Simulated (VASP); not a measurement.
Energy against volume of KZnF3 (cubic perovskite). Level of theory: PW91 GGA, VASP's PBE PAW potentials (set 64) (plane waves; VASP).

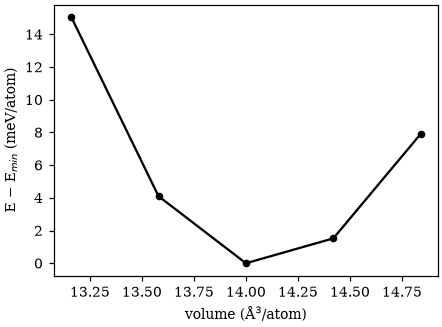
*Energy against volume*

**Question.** Estimate the equilibrium volume and the bulk modulus.

**Answer.** The minimum lies near 14.1 Å³/atom, and the curvature gives B0 of about 70 GPa.

The compound is KZnF3 in the cubic perovskite structure. It was relaxed first, which changed the volume by +6 %.
